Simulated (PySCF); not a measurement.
**Excited-state calculation of C5H9NSi**

C5H9NSi, computed with TDDFT PBE0/def2-SVPD, vertical, gas phase, core orbitals frozen in the response (PySCF 2.14.0).

The geometry comes from this level: GFN2-xTB.

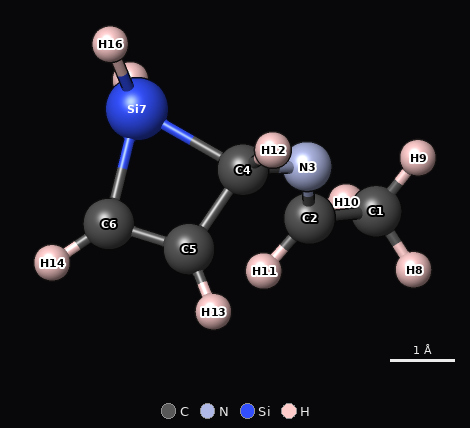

*The input geometry (ball-and-stick view, seen at a tilt; atoms are numbered from 1 in the order of the input).*

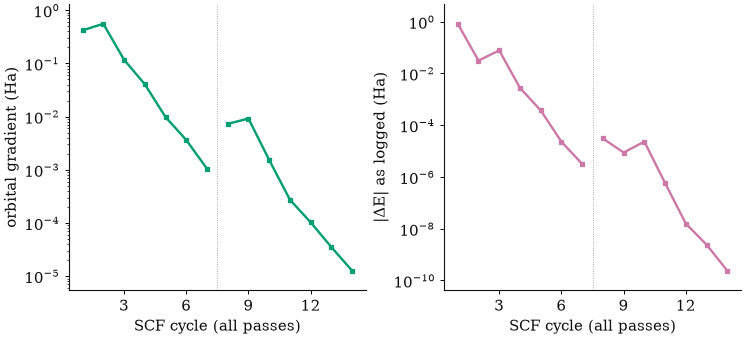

*Convergence of the self-consistent field: orbital gradient and size of the energy change against the SCF cycle. The dotted line marks the change from a coarse to the final integration grid.*

The first 7 cycles use a coarse grid, the final grid takes over at cycle 8, and the field converges after 14 cycles in all.

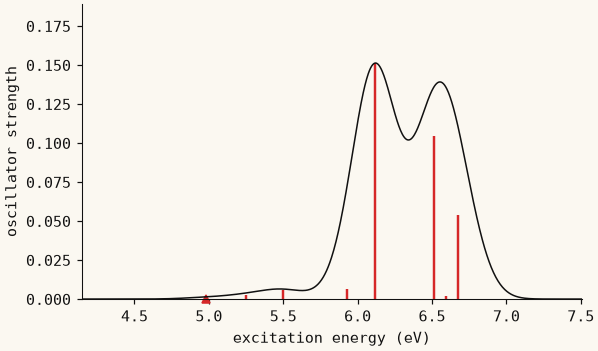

*Computed excitations as sticks (degenerate states added up, dark ones marked on the axis), with a Gaussian envelope of 0.35 eV full width at half maximum, scaled to the tallest.*

Of the 8 states the lowest lies at 4.98 eV (f = 0.001); the strongest line is at 6.12 eV, or 203 nm (f = 0.151).

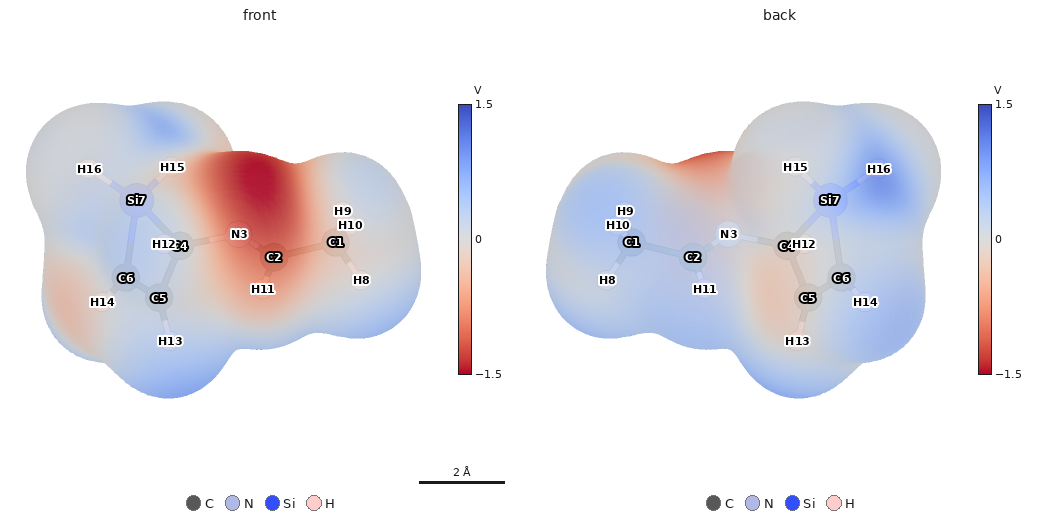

*The molecular electrostatic potential painted on the density surface at 0.001 e/bohr³, seen face on and from behind; the colour scale runs from red (negative) to blue (positive).*

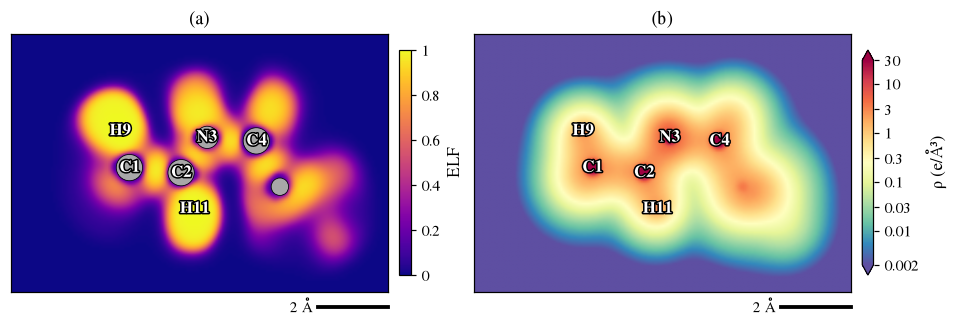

*(a) ELF; (b) electron density on the plane of atoms C1, C2 and H11. Grey discs, where drawn, cover atomic cores.*

The plane passes through C, N and H nuclei. C–C (1.49 Å): ρ at the midpoint is about 1.8 e/Å³; the ELF peaks at about 0.95 between the atoms (a covalent bond).

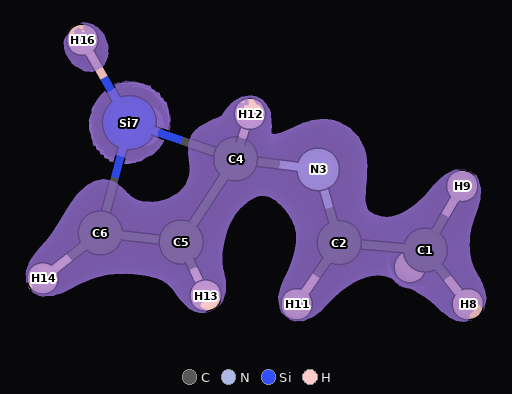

*Isosurface of the total electron density at 1 e/Å³ (purple), seen at a tilt.*

At this value the surface falls into four separate pieces. It is pinched off along the C–Si (1.89 Å) contacts. On the grid the lowest density along these lines, outside the cores, is 2.6 e/Å³ (C–N, 1.26 Å), 2.3 e/Å³ (C–C, 1.34 Å), 0.75 e/Å³ (C–Si, 1.89 Å) and 1.9 e/Å³ (C–H, 1.08 Å).

The input and output of the run follow.

## Input file
```
{"job": {"kind": "uv", "xc": "PBE0", "basis": "def2-SVPD", "nstates": 8, "ntriplets": 3}, "charge": 0, "multiplicity": 1}
C      2.805229    -0.192741    -0.006862
C      1.333151    -0.359994     0.142571
N      0.692595     0.307151     0.995219
C     -0.711627     0.207163     1.134047
C     -1.450594    -0.965491     0.525390
C     -2.310258    -0.430522    -0.345528
Si    -1.774949     1.353750    -0.042821
H      3.310324    -1.142949     0.162063
H      3.168582     0.542888     0.704405
H      3.039117     0.132911    -1.020070
H      0.863388    -1.088775    -0.534976
H     -0.934099     0.333119     2.197554
H     -1.286714    -2.002672     0.782658
H     -3.029618    -0.956157    -0.954917
H     -1.004042     2.013563    -1.092727
H     -2.718084     2.257700     0.610069
```

The first line tells a small driver script what to run in PySCF; the rest is the geometry in Å.

Command:
```bash
OMP_NUM_THREADS=1 python <driver script> task.json out
```

## Output
```
coarse grid: 13696 points
cycle   1  E = -539.3181135840  dE =  8.323e-01  |g| = 4.191e-01  |ddm| = 6.118e+00
cycle   2  E = -539.2866363954  dE =  3.148e-02  |g| = 5.566e-01  |ddm| = 2.187e+00
cycle   3  E = -539.3646293938  dE = -7.799e-02  |g| = 1.172e-01  |ddm| = 1.380e+00
cycle   4  E = -539.3674019479  dE = -2.773e-03  |g| = 4.061e-02  |ddm| = 2.400e-01
cycle   5  E = -539.3677795718  dE = -3.776e-04  |g| = 9.817e-03  |ddm| = 8.714e-02
cycle   6  E = -539.3678025778  dE = -2.301e-05  |g| = 3.626e-03  |ddm| = 2.107e-02
cycle   7  E = -539.3678057698  dE = -3.192e-06  |g| = 1.046e-03  |ddm| = 7.096e-03
final grid: 127312 points
cycle   8  E = -539.4377649651  dE = -3.095e-05  |g| = 7.299e-03  |ddm| = 1.263e-01
cycle   9  E = -539.4377561795  dE =  8.786e-06  |g| = 9.182e-03  |ddm| = 3.093e-02
cycle  10  E = -539.4377795085  dE = -2.333e-05  |g| = 1.526e-03  |ddm| = 1.972e-02
cycle  11  E = -539.4377800908  dE = -5.823e-07  |g| = 2.732e-04  |ddm| = 2.764e-03
cycle  12  E = -539.4377801066  dE = -1.576e-08  |g| = 1.026e-04  |ddm| = 8.174e-04
cycle  13  E = -539.4377801090  dE = -2.419e-09  |g| = 3.503e-05  |ddm| = 2.703e-04
cycle  14  E = -539.4377801092  dE = -2.381e-10  |g| = 1.262e-05  |ddm| = 8.227e-05
converged SCF energy = -539.4377801092

Static polarisability (au): isotropic 93.312, principal 77.667 85.975 116.295

Singlet excitations
state   eV       nm        f      main configurations
  1   4.9805    248.9   0.00098   H->L+1 0.75, H->L+2 0.20
  2   5.2490    236.2   0.00238   H->L 0.96
  3   5.4980    225.5   0.00597   H-1->L 0.95
  4   5.9298    209.1   0.00628   H->L+2 0.69, H->L+1 0.18
  5   6.1155    202.7   0.15129   H-1->L+1 0.75
  6   6.5147    190.3   0.10474   H-1->L+2 0.79
  7   6.5973    187.9   0.00226   H-2->L+1 0.72, H-2->L 0.11
  8   6.6726    185.8   0.05404   H->L+3 0.84

Triplet excitations (Tamm-Dancoff, eV): 4.2445 4.3479 4.4811
```

## Summary

```tsv
quantity	value
outcome	converged
total energy	−539.437780 hartree
HOMO	−6.87 eV
LUMO	−0.34 eV
dipole moment	1.48 D
mean polarisability	93.31 a.u.
lowest singlet excitation	4.98 eV
hardware	1 CPU thread, shared host
wall time	71 s
peak memory	0.85 GiB
```
